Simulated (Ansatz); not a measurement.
**UB2PLYP/STO-3G run of AlNH2Cl (SMILES [NH2][Al][Cl])**

Aim: the vertical electron affinity of AlNH2Cl at UB2PLYP/STO-3G, from 2 runs. 

The calculation is run with Ansatz 0.2.0.

## 1. The molecule

AlNH2Cl: 5 atoms, total charge 0, spin state doublet. As SMILES, `[NH2][Al][Cl]`. The coordinates come from a PBE0-D4/def2-TZVP relaxation. This is one conformer, not always the lowest.

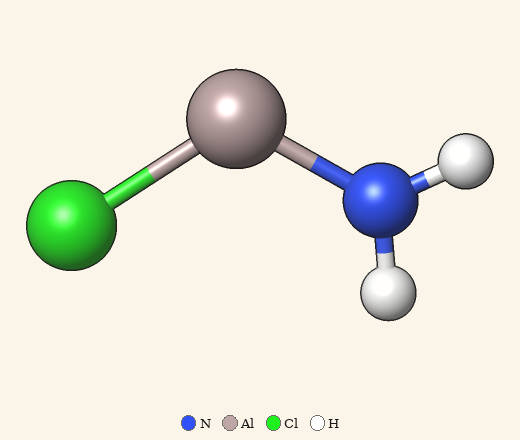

The structure, seen from a chosen angle (nitrogen blue, aluminium light grey, chlorine green, hydrogen white).

## 2. The energy at UB2PLYP/STO-3G

in.yaml

```yaml
crystal:
  periodic: [false, false, false]
  atoms:
    - {symbol: "N", position_ang: [-0.549400, 0.461700, -0.232000]}
    - {symbol: Al, position_ang: [0.402600, -0.291600, 1.049100]}
    - {symbol: Cl, position_ang: [1.907000, -1.649700, 0.440800]}
    - {symbol: H, position_ang: [-1.293600, 1.123300, -0.083500]}
    - {symbol: H, position_ang: [-0.416600, 0.282700, -1.215900]}
basis:
  gaussian:
    orbitals: STO-3G
magnetization:
  spin_polarized: true
  initial_magnetization: 1
hamiltonian:
  xc: {name: B2PLYP}
correlation:
  frozen_orbitals: {Al: 5, Cl: 5, H: 0, "N": 1}
accuracy: high
```

The run is started by

```console
$ ansatz run in.yaml --threads 1 --pin off --max-ram 2610MiB --events-out events.jsonl --progress --plain --runs-dir runs
```

Standard output:

```text
Warning: RAYON_NUM_THREADS=1 ignored (pool sized by the plan → 1); use --threads N
Functional definition: B2PLYP
  name "B2PLYP"
  parameter a = 0.53
  parameter c = 0.27
  exchange = (1 - a)*b88_x + a*exact_x
  correlation = (1 - c)*lyp_c + c*(mp2_os + mp2_ss)
452 factors; integrals over basis functions are off by at most 2.1e-8 eV
mean field evaluation 1: about -20394.2349 eV, gradient 1.7e1 eV
mean field evaluation 2: about -20394.2529 eV, gradient 1.7e1 eV
mean field evaluation 4: about -20396.5315 eV, gradient 1.3e0 eV
mean field evaluation 8: about -20396.5513 eV, gradient 2.6e-2 eV
mean field evaluation 16: about -20396.5513 eV, gradient 1.5e-6 eV
mean field -20396.55134707 eV, -749.5594367257 hartree, gradient 3.9e-8 eV, S^2 0.752216; 0 other end points of the search recorded, 0 dependent functions left out
11 core orbitals not correlated: weight in the atoms' cores, before any rotation towards them, 0.999 or more for the frozen orbitals, at most 0.000 for the correlated occupied ones
reference -20396.55136620 eV, -749.5594374288 hartree; 9, 8 occupied and 5, 6 virtual orbitals, 452 factors
second order -2.35404754 eV of doubles, -0.00000000 eV of singles
Total energy: -20397.18695904 eV, -749.5827950348 hartree
```

It took 2.7 s on 1 thread of Arm Neoverse V2, shared host; peak memory 0.15 GiB.

## 3. The singlet anion, same level

in.yaml

```yaml
crystal:
  periodic: [false, false, false]
  atoms:
    - symbol: "N"
      position_ang: [-0.549400, 0.461700, -0.232000]
    - symbol: Al
      position_ang: [0.402600, -0.291600, 1.049100]
    - symbol: Cl
      position_ang: [1.907000, -1.649700, 0.440800]
    - symbol: H
      position_ang: [-1.293600, 1.123300, -0.083500]
    - symbol: H
      position_ang: [-0.416600, 0.282700, -1.215900]
basis:
  gaussian:
    orbitals: STO-3G
total_charge: -1
hamiltonian:
  xc: {name: B2PLYP}
correlation:
  frozen_orbitals: {Al: 5, Cl: 5, H: 0, "N": 1}
accuracy: high
```

The run is started by

```console
$ ansatz run in.yaml --threads 1 --pin off --max-ram 2610MiB --events-out events.jsonl --progress --plain --runs-dir runs
```

Standard output, cut to the lines that bear on the results:

```text
Warning: RAYON_NUM_THREADS=1 ignored (pool sized by the plan → 1); use --threads N
Functional definition: B2PLYP
  name "B2PLYP"
[...]
452 factors; integrals over basis functions are off by at most 2.1e-8 eV
[...]
mean field -20391.82465215 eV, -749.3857338913 hartree, gradient 2.2e-8 eV, S^2 0.000000; 0 other end points of the search recorded, 0 dependent functions left out
11 core orbitals not correlated: weight in the atoms' cores, before any rotation towards them, 0.999 or more for the frozen orbitals, at most 0.000 for the correlated occupied ones
reference -20391.82467101 eV, -749.3857345846 hartree; 9, 9 occupied and 5, 5 virtual orbitals, 452 factors
second order -2.30241300 eV of doubles, -0.00000000 eV of singles
Total energy: -20392.44632252 eV, -749.4085798562 hartree
```

It took 1.8 s on 1 thread of Arm Neoverse V2, shared host; peak memory 0.11 GiB.

## 4. Summary of results

Level: UB2PLYP/STO-3G, 11 core orbitals frozen.

```
                                         quantity          value
                    doublet AlNH2Cl: total energy  -749.58280 Eh
                            doublet AlNH2Cl: ⟨S²⟩          0.752
                      singlet anion: total energy  -749.40858 Eh
vertical electron affinity (to the singlet anion)      -4.741 eV
```

The anion lies 4.74 eV (457 kJ/mol) above the neutral: the electron isn't bound at this level, and such a value depends on the basis. Without diffuse functions anions come out too high. In a minimal basis such a difference can be off by several eV, whatever the method.
